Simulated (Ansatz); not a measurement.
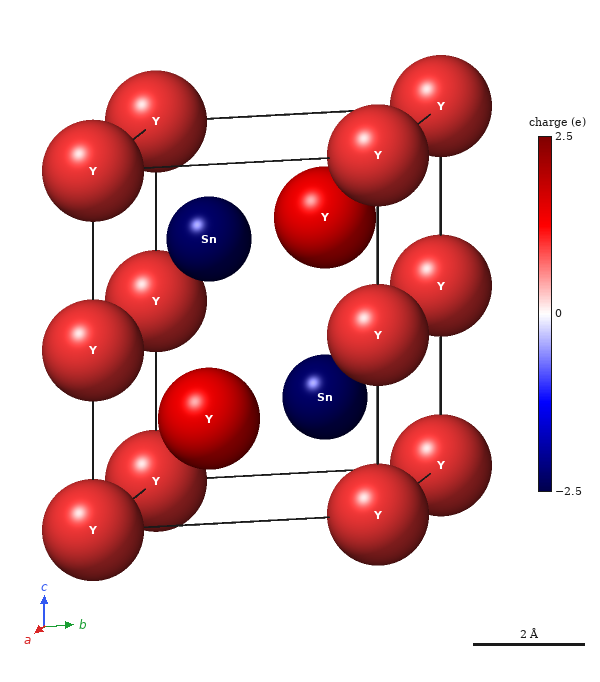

A spheres-only rendering, viewed slightly off an axis. The edges of the simulation cell are marked. The atoms of this Y₂Sn cell are coloured by their Bader charge.

Theory: DFT, PAW plane waves, r2SCAN in Ansatz. Numerical settings: a kinetic-energy cutoff of 500 eV, k-points on a 6×6×4 grid, Fermi-Dirac smearing of 0.05 eV, no spin polarisation.

> Who donates electrons here and who accepts them?

Most positive: Y; most negative: Sn. Charges: about Y +1.0 to +1.3 e; Sn -2.3 e.

The model was built from a generated cell, made by putting these elements into a known structure type (the compound may or may not exist in this form). The structure drawn was relaxed with DFT, PAW plane waves, r2SCAN (Ansatz).
